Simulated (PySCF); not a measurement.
# Property calculation of Mg2Se2

System: Mg2Se2 ((MgSe)2 ring).
Method: TPSSh/6-311G**, RKS (PySCF 2.14.0).

The geometry comes from this level: GFN2-xTB.

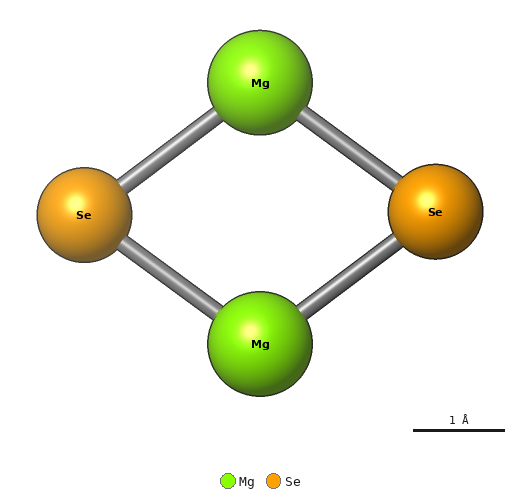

*The input geometry (ball-and-stick view, seen on its broad side). Sticks mark near contacts.*

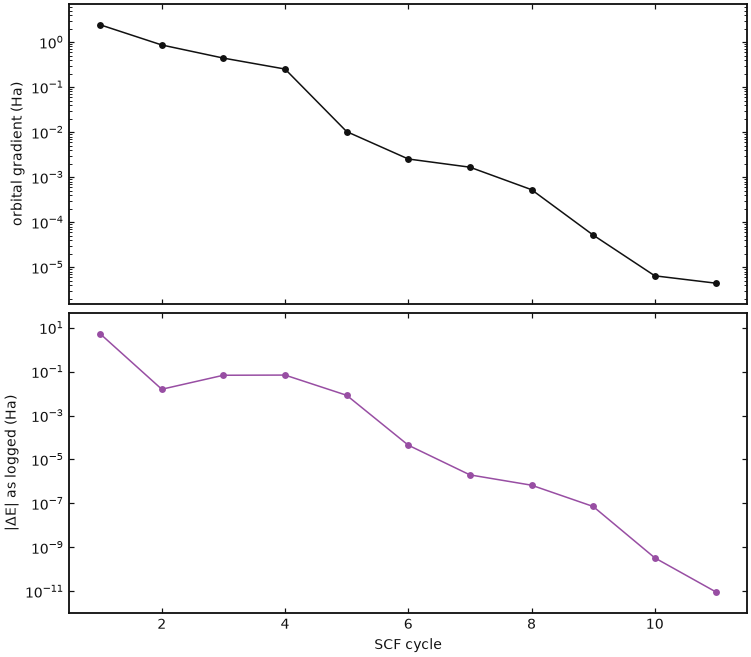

*Convergence of the self-consistent field: orbital gradient and size of the energy change against the SCF cycle.*

The residual falls at every step.

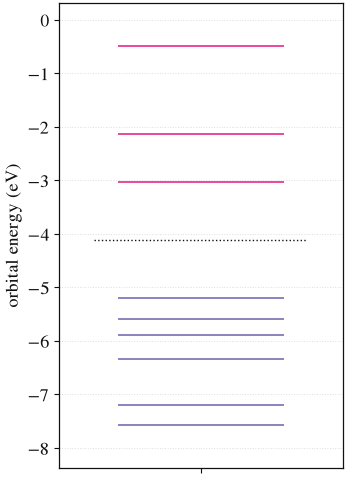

*Orbital energies near the frontier; the dotted line parts filled from empty levels, and levels within 0.02 eV of each other stand side by side.*

Highest filled −5.21 eV, lowest empty −3.03 eV, 2.18 eV apart.

The input and output of the run follow.

**Input (input.py)**
```python
import numpy
from pyscf import gto, scf, dft, lo

system = gto.M(
    atom='Mg 0.498460 0.444570 -1.286650; Se -1.219080 1.536030 0.057670; Mg -0.497100 -0.442980 1.288340; Se 1.217730 -1.537620 -0.059350',
    max_memory=1860,
    spin=0,
    basis='6-311g**',
    verbose=4,
)

myscf = dft.RKS(system, xc='tpssh')
myscf.grids.level = 4
myscf.conv_tol = 1e-10
myscf.kernel()
if not myscf.converged:
    myscf = myscf.newton().run(myscf.mo_coeff, myscf.mo_occ)

e_final = myscf.e_tot
print('E = %.10f Eh' % e_final)
myscf.analyze()
quad = myscf.quad_moment()
occ = myscf.mo_coeff[:, myscf.mo_occ > 0]
iaos = lo.vec_lowdin(lo.iao.iao(system, occ), myscf.get_ovlp())
c = iaos.T @ myscf.get_ovlp() @ occ
pop_iao, q_iao = scf.hf.mulliken_pop(lo.iao.reference_mol(system), (c * myscf.mo_occ[myscf.mo_occ > 0]) @ c.T, numpy.eye(c.shape[0]), verbose=0)
print('IAO charges', numpy.round(q_iao, 4))
```

Launch command:
```bash
OMP_NUM_THREADS=1 python input.py
```

**Output**
```
PySCF version 2.14.0

[INPUT] num. atoms = 4
[INPUT] num. electrons = 92
[INPUT] charge = 0
[INPUT] spin (= nelec alpha-beta = 2S) = 0
[INPUT] symmetry False subgroup None
[INPUT] Mole.unit = angstrom
[INPUT] Symbol           X                Y                Z      unit          X                Y                Z       unit  Magmom
[INPUT]  1 Mg     0.498460000000   0.444570000000  -1.286650000000 AA    0.941952884051   0.840115543198  -2.431416118172 Bohr   0.0
[INPUT]  2 Se    -1.219080000000   1.536030000000   0.057670000000 AA   -2.303727323935   2.902676019116   0.108980505604 Bohr   0.0
[INPUT]  3 Mg    -0.497100000000  -0.442980000000   1.288340000000 AA   -0.939382856521  -0.837110878660   2.434609755322 Bohr   0.0
[INPUT]  4 Se     1.217730000000  -1.537620000000  -0.059350000000 AA    2.301176193667  -2.905680683654  -0.112155245493 Bohr   0.0

nuclear repulsion = 536.149927550406
number of shells = 60
number of NR pGTOs = 258
number of NR cGTOs = 140
basis = 6-311g**
ecp = {}

******** <class 'pyscf.dft.rks.RKS'> ********
method = RKS
initial guess = minao
damping factor = 0
level_shift factor = 0
DIIS = <class 'pyscf.scf.diis.CDIIS'>
diis_start_cycle = 1
diis_space = 8
diis_damp = 0
SCF conv_tol = 1e-10
SCF conv_tol_grad = None
SCF max_cycles = 50
direct_scf = True
direct_scf_tol = 1e-13
XC library pyscf.dft.libxc version 7.0.0
    S. Lehtola, C. Steigemann, M. J.T. Oliveira, and M. A.L. Marques.,  SoftwareX 7, 1–5 (2018)
XC functionals = tpssh
radial grids:
    Treutler-Ahlrichs [JCP 102, 346 (1995); DOI:10.1063/1.469408] (M4) radial grids

becke partition: Becke, JCP 88, 2547 (1988); DOI:10.1063/1.454033
pruning grids: <function nwchem_prune>
grids dens level: 4
symmetrized grids: False
atomic radii adjust function: <function treutler_atomic_radii_adjust>
small_rho_cutoff = 0
Set gradient conv threshold to 1e-05
Initial guess from minao.
tot grids = 116288
init E= -5197.84423112697
  HOMO = -0.275493863532313  LUMO = -0.125490200758455  gap/eV = 4.08181
cycle= 1 E= -5203.10328881688  delta_E= -5.26  |g|= 2.42  |ddm|=  2.5
  HOMO = -0.121584851925169  LUMO = -0.112939071952928  gap/eV = 0.23526
cycle= 2 E= -5203.08757275711  delta_E= 0.0157  |g|= 0.862  |ddm|= 1.56
  HOMO = -0.248999134844718  LUMO = -0.108612602396109  gap/eV = 3.82011
cycle= 3 E= -5203.15565761267  delta_E= -0.0681  |g|= 0.441  |ddm|= 1.47
  HOMO = -0.183471544408753  LUMO = -0.114858135406208  gap/eV = 1.86707
cycle= 4 E= -5203.22506937202  delta_E= -0.0694  |g|= 0.252  |ddm|= 0.822
  HOMO = -0.192124724698355  LUMO = -0.11135383725846  gap/eV = 2.19789
cycle= 5 E= -5203.23341181307  delta_E= -0.00834  |g|= 0.0103  |ddm|= 0.202
  HOMO = -0.191047522003883  LUMO = -0.111518627280354  gap/eV = 2.16409
cycle= 6 E= -5203.23345654655  delta_E= -4.47e-05  |g|= 0.00254  |ddm|= 0.0216
  HOMO = -0.191319985296671  LUMO = -0.11136394015851  gap/eV = 2.17571
cycle= 7 E= -5203.23345854105  delta_E= -1.99e-06  |g|= 0.00167  |ddm|= 0.00511
  HOMO = -0.191329675739417  LUMO = -0.111347313902751  gap/eV = 2.17643
cycle= 8 E= -5203.23345921634  delta_E= -6.75e-07  |g|= 0.000529  |ddm|= 0.00241
  HOMO = -0.191317314275933  LUMO = -0.111343004187413  gap/eV = 2.17621
cycle= 9 E= -5203.23345928898  delta_E= -7.26e-08  |g|= 5.2e-05  |ddm|= 0.000608
  HOMO = -0.191314518268416  LUMO = -0.111342762840228  gap/eV = 2.17614
cycle= 10 E= -5203.23345928931  delta_E= -3.33e-10  |g|= 6.48e-06  |ddm|= 5.37e-05
  HOMO = -0.191315141188264  LUMO = -0.111343145050768  gap/eV = 2.17615
cycle= 11 E= -5203.23345928932  delta_E= -9.09e-12  |g|= 4.43e-06  |ddm|= 1.39e-05
  HOMO = -0.191314372981266  LUMO = -0.111342695613807  gap/eV = 2.17614
Extra cycle  E= -5203.23345928932  delta_E= 1.82e-12  |g|= 6.2e-06  |ddm|= 1.36e-05
converged SCF energy = -5203.23345928932
E = -5203.2334592893 Eh
**** SCF Summaries ****
Total Energy =                       -5203.233459289319399
Nuclear Repulsion Energy =             536.149927550405891
One-electron Energy =                -8321.609670203133646
Two-electron Energy =                 2582.226283363408584
Two-electron Coulomb Energy =         2789.592009910425986
DFT Exchange-Correlation Energy =     -207.365726547017488
HOMO-LUMO gap [eV] =                     2.176140183512817
**** MO energy ****
MO #1   energy= -453.516955803909  occ= 2
MO #2   energy= -453.516934227343  occ= 2
MO #3   energy= -57.7798592154221  occ= 2
MO #4   energy= -57.7798321087024  occ= 2
MO #5   energy= -51.8044259470048  occ= 2
MO #6   energy= -51.8043996600101  occ= 2
MO #7   energy= -51.8035567659063  occ= 2
MO #8   energy= -51.8035313241391  occ= 2
MO #9   energy= -51.8030731913991  occ= 2
MO #10  energy= -51.8030455875451  occ= 2
MO #11  energy= -46.7212672374843  occ= 2
MO #12  energy= -46.7211483501821  occ= 2
MO #13  energy= -7.67217808385512  occ= 2
MO #14  energy= -7.67214379062177  occ= 2
MO #15  energy= -5.60821378969703  occ= 2
MO #16  energy= -5.6081827249297   occ= 2
MO #17  energy= -5.60590376728379  occ= 2
MO #18  energy= -5.60587497863113  occ= 2
MO #19  energy= -5.60344718613477  occ= 2
MO #20  energy= -5.60341340211264  occ= 2
MO #21  energy= -3.0876270647336   occ= 2
MO #22  energy= -3.08752160126588  occ= 2
MO #23  energy= -1.96718387571918  occ= 2
MO #24  energy= -1.96714880600806  occ= 2
MO #25  energy= -1.9671231165508   occ= 2
MO #26  energy= -1.96708921436319  occ= 2
MO #27  energy= -1.96481874948993  occ= 2
MO #28  energy= -1.96478454070645  occ= 2
MO #29  energy= -1.96309187364842  occ= 2
MO #30  energy= -1.9630586598272   occ= 2
MO #31  energy= -1.96289960040126  occ= 2
MO #32  energy= -1.96286627497517  occ= 2
MO #33  energy= -1.82693126734323  occ= 2
MO #34  energy= -1.82615133397827  occ= 2
MO #35  energy= -1.82606814097864  occ= 2
MO #36  energy= -1.82602365974318  occ= 2
MO #37  energy= -1.82209564111158  occ= 2
MO #38  energy= -1.82192236517797  occ= 2
MO #39  energy= -0.596779368618523 occ= 2
MO #40  energy= -0.582885229837606 occ= 2
MO #41  energy= -0.278289398355826 occ= 2
MO #42  energy= -0.264312260701843 occ= 2
MO #43  energy= -0.233174394525379 occ= 2
MO #44  energy= -0.216084202272845 occ= 2
MO #45  energy= -0.205410008069537 occ= 2
MO #46  energy= -0.191314372981266 occ= 2
MO #47  energy= -0.111342695613807 occ= 0
MO #48  energy= -0.0785240453922446 occ= 0
MO #49  energy= -0.0179888470019425 occ= 0
MO #50  energy= -0.00647439054775845 occ= 0
MO #51  energy= 0.00708528334445524 occ= 0
MO #52  energy= 0.028711350803697  occ= 0
MO #53  energy= 0.0338841004638322 occ= 0
MO #54  energy= 0.0450701695945243 occ= 0
MO #55  energy= 0.0735312052122967 occ= 0
MO #56  energy= 0.0822446678476165 occ= 0
MO #57  energy= 0.116697793808147  occ= 0
MO #58  energy= 0.118161025715094  occ= 0
MO #59  energy= 0.125965794520435  occ= 0
MO #60  energy= 0.134263630395342  occ= 0
MO #61  energy= 0.134295601618543  occ= 0
MO #62  energy= 0.15779236732447   occ= 0
MO #63  energy= 0.21951481682555   occ= 0
MO #64  energy= 0.228650179692504  occ= 0
MO #65  energy= 0.231254906267624  occ= 0
MO #66  energy= 0.261703350886084  occ= 0
MO #67  energy= 0.27012973130418   occ= 0
MO #68  energy= 0.280852560549345  occ= 0
MO #69  energy= 0.310664051790117  occ= 0
MO #70  energy= 0.312426411423336  occ= 0
MO #71  energy= 0.347554543027006  occ= 0
MO #72  energy= 0.355483797698953  occ= 0
MO #73  energy= 0.369542656009197  occ= 0
MO #74  energy= 0.393680758355192  occ= 0
MO #75  energy= 0.41959405475566   occ= 0
MO #76  energy= 0.440846386631183  occ= 0
MO #77  energy= 0.473623024189767  occ= 0
MO #78  energy= 0.491781276373456  occ= 0
MO #79  energy= 0.506430101283843  occ= 0
MO #80  energy= 0.532139489686087  occ= 0
MO #81  energy= 0.550365403328467  occ= 0
MO #82  energy= 0.551967612019354  occ= 0
MO #83  energy= 0.568832172610972  occ= 0
MO #84  energy= 0.577692494174364  occ= 0
MO #85  energy= 0.582980112517835  occ= 0
MO #86  energy= 0.596387808712524  occ= 0
MO #87  energy= 0.600273891386071  occ= 0
MO #88  energy= 0.613290862502001  occ= 0
MO #89  energy= 0.615748052682658  occ= 0
MO #90  energy= 0.617044687755042  occ= 0
MO #91  energy= 0.649185328354164  occ= 0
MO #92  energy= 0.703243940475675  occ= 0
MO #93  energy= 0.853318988115175  occ= 0
MO #94  energy= 0.878111768802812  occ= 0
MO #95  energy= 0.913241918689124  occ= 0
MO #96  energy= 0.927733236791849  occ= 0
MO #97  energy= 1.75861198019736   occ= 0
MO #98  energy= 1.8003793852035    occ= 0
MO #99  energy= 1.84031088068018   occ= 0
MO #100 energy= 1.90077850454173   occ= 0
MO #101 energy= 1.90338188794709   occ= 0
MO #102 energy= 1.94160120658149   occ= 0
MO #103 energy= 3.01258232014991   occ= 0
MO #104 energy= 3.08230558204277   occ= 0
MO #105 energy= 3.08809718748331   occ= 0
MO #106 energy= 3.10935998658331   occ= 0
MO #107 energy= 3.11019772461167   occ= 0
MO #108 energy= 3.15649640386405   occ= 0
MO #109 energy= 3.15786446459075   occ= 0
MO #110 energy= 3.16284796370637   occ= 0
MO #111 energy= 3.2371155284748    occ= 0
MO #112 energy= 3.31924510452167   occ= 0
MO #113 energy= 3.34372978065735   occ= 0
MO #114 energy= 3.42872214018829   occ= 0
MO #115 energy= 5.70098843713672   occ= 0
MO #116 energy= 5.71581066558925   occ= 0
MO #117 energy= 5.76368903742432   occ= 0
MO #118 energy= 5.84331610824356   occ= 0
MO #119 energy= 5.84953398381596   occ= 0
MO #120 energy= 5.86621164635814   occ= 0
MO #121 energy= 6.79167428241049   occ= 0
MO #122 energy= 6.84235536419641   occ= 0
MO #123 energy= 6.85156748882762   occ= 0
MO #124 energy= 6.88914006059371   occ= 0
MO #125 energy= 6.939508586379     occ= 0
MO #126 energy= 6.99152058380369   occ= 0
MO #127 energy= 7.00451169097977   occ= 0
MO #128 energy= 7.024130806107     occ= 0
MO #129 energy= 51.5432237269089   occ= 0
MO #130 energy= 51.5859540993109   occ= 0
MO #131 energy= 103.150700529039   occ= 0
MO #132 energy= 103.400477056221   occ= 0
MO #133 energy= 260.466551599288   occ= 0
MO #134 energy= 260.50194095029    occ= 0
MO #135 energy= 260.560240285438   occ= 0
MO #136 energy= 260.606561450616   occ= 0
MO #137 energy= 260.60753791703    occ= 0
MO #138 energy= 260.639834678246   occ= 0
MO #139 energy= 961.03762946708    occ= 0
MO #140 energy= 961.091910550405   occ= 0
 ** Mulliken pop on meta-lowdin orthogonal AOs  **
 ** Mulliken pop  **
pop of  0 Mg 1s           1.99997
pop of  0 Mg 2s           1.99968
pop of  0 Mg 3s           0.63731
pop of  0 Mg 4s           0.00743
pop of  0 Mg 5s           0.00013
pop of  0 Mg 6s           0.00028
pop of  0 Mg 2px          1.99977
pop of  0 Mg 2py          1.99978
pop of  0 Mg 2pz          1.99970
pop of  0 Mg 3px          0.03966
pop of  0 Mg 3py          0.03405
pop of  0 Mg 3pz          0.01703
pop of  0 Mg 4px          0.00360
pop of  0 Mg 4py          0.00528
pop of  0 Mg 4pz          0.00116
pop of  0 Mg 5px          0.00318
pop of  0 Mg 5py          0.00437
pop of  0 Mg 5pz          0.00210
pop of  0 Mg 6px          0.00080
pop of  0 Mg 6py          0.00120
pop of  0 Mg 6pz          0.00016
pop of  0 Mg 3dxy         0.00442
pop of  0 Mg 3dyz         0.00325
pop of  0 Mg 3dz^2        0.00465
pop of  0 Mg 3dxz         0.00299
pop of  0 Mg 3dx2-y2      0.00630
pop of  1 Se 1s           1.99869
pop of  1 Se 2s           1.99836
pop of  1 Se 3s           1.99826
pop of  1 Se 4s           1.91908
pop of  1 Se 5s           0.00390
pop of  1 Se 6s           0.00127
pop of  1 Se 7s           0.00088
pop of  1 Se 8s           0.00258
pop of  1 Se 2px          1.99976
pop of  1 Se 2py          1.99976
pop of  1 Se 2pz          1.99976
pop of  1 Se 3px          1.99968
pop of  1 Se 3py          1.99968
pop of  1 Se 3pz          1.99966
pop of  1 Se 4px          1.80358
pop of  1 Se 4py          1.76986
pop of  1 Se 4pz          1.67686
pop of  1 Se 5px          0.00573
pop of  1 Se 5py          0.00387
pop of  1 Se 5pz          0.00611
pop of  1 Se 6px          0.00099
pop of  1 Se 6py          0.00117
pop of  1 Se 6pz          0.00083
pop of  1 Se 7px          0.00080
pop of  1 Se 7py          0.00054
pop of  1 Se 7pz          0.00060
pop of  1 Se 8px          0.00034
pop of  1 Se 8py          0.00035
pop of  1 Se 8pz          0.00026
pop of  1 Se 3dxy         1.99976
pop of  1 Se 3dyz         1.99975
pop of  1 Se 3dz^2        1.99976
pop of  1 Se 3dxz         1.99976
pop of  1 Se 3dx2-y2      1.99976
pop of  1 Se 4dxy         0.00691
pop of  1 Se 4dyz         0.00696
pop of  1 Se 4dz^2        0.00133
pop of  1 Se 4dxz         0.00497
pop of  1 Se 4dx2-y2      0.00874
pop of  1 Se 5dxy         0.00017
pop of  1 Se 5dyz         0.00021
pop of  1 Se 5dz^2        0.00003
pop of  1 Se 5dxz         0.00015
pop of  1 Se 5dx2-y2      0.00029
pop of  2 Mg 1s           1.99997
pop of  2 Mg 2s           1.99968
pop of  2 Mg 3s           0.63754
pop of  2 Mg 4s           0.00743
pop of  2 Mg 5s           0.00013
pop of  2 Mg 6s           0.00028
pop of  2 Mg 2px          1.99977
pop of  2 Mg 2py          1.99978
pop of  2 Mg 2pz          1.99970
pop of  2 Mg 3px          0.03971
pop of  2 Mg 3py          0.03411
pop of  2 Mg 3pz          0.01696
pop of  2 Mg 4px          0.00359
pop of  2 Mg 4py          0.00528
pop of  2 Mg 4pz          0.00116
pop of  2 Mg 5px          0.00319
pop of  2 Mg 5py          0.00437
pop of  2 Mg 5pz          0.00209
pop of  2 Mg 6px          0.00080
pop of  2 Mg 6py          0.00120
pop of  2 Mg 6pz          0.00016
pop of  2 Mg 3dxy         0.00440
pop of  2 Mg 3dyz         0.00325
pop of  2 Mg 3dz^2        0.00465
pop of  2 Mg 3dxz         0.00299
pop of  2 Mg 3dx2-y2      0.00629
pop of  3 Se 1s           1.99869
pop of  3 Se 2s           1.99836
pop of  3 Se 3s           1.99826
pop of  3 Se 4s           1.91917
pop of  3 Se 5s           0.00390
pop of  3 Se 6s           0.00127
pop of  3 Se 7s           0.00088
pop of  3 Se 8s           0.00258
pop of  3 Se 2px          1.99976
pop of  3 Se 2py          1.99976
pop of  3 Se 2pz          1.99976
pop of  3 Se 3px          1.99968
pop of  3 Se 3py          1.99968
pop of  3 Se 3pz          1.99966
pop of  3 Se 4px          1.80445
pop of  3 Se 4py          1.76871
pop of  3 Se 4pz          1.67671
pop of  3 Se 5px          0.00576
pop of  3 Se 5py          0.00386
pop of  3 Se 5pz          0.00611
pop of  3 Se 6px          0.00099
pop of  3 Se 6py          0.00118
pop of  3 Se 6pz          0.00083
pop of  3 Se 7px          0.00080
pop of  3 Se 7py          0.00054
pop of  3 Se 7pz          0.00060
pop of  3 Se 8px          0.00034
pop of  3 Se 8py          0.00035
pop of  3 Se 8pz          0.00026
pop of  3 Se 3dxy         1.99976
pop of  3 Se 3dyz         1.99975
pop of  3 Se 3dz^2        1.99976
pop of  3 Se 3dxz         1.99976
pop of  3 Se 3dx2-y2      1.99976
pop of  3 Se 4dxy         0.00690
pop of  3 Se 4dyz         0.00697
pop of  3 Se 4dz^2        0.00133
pop of  3 Se 4dxz         0.00494
pop of  3 Se 4dx2-y2      0.00873
pop of  3 Se 5dxy         0.00017
pop of  3 Se 5dyz         0.00021
pop of  3 Se 5dz^2        0.00003
pop of  3 Se 5dxz         0.00015
pop of  3 Se 5dx2-y2      0.00029
 ** Mulliken atomic charges  **
charge of    0Mg =      1.22175
charge of    1Se =     -1.22180
charge of    2Mg =      1.22150
charge of    3Se =     -1.22144
Dipole moment(X, Y, Z, Debye):  0.00588,  0.00953,  0.01036
Traceless quadrupole moment (Debye*A):

IAO charges [ 1.3609 -1.3609  1.3606 -1.3606]
```

**Results in brief**

| quantity | value |
| --- | --- |
| outcome | converged |
| total energy | −5203.233459 hartree |
| basis functions | 140 |
| HOMO | −5.21 eV |
| LUMO | −3.03 eV |
| dipole moment | 0.02 D |
| hardware | 1 thread of Arm Neoverse V2, 24 GiB of memory available, shared host |
| wall time | 41 s |
| peak memory | 0.9 GiB |
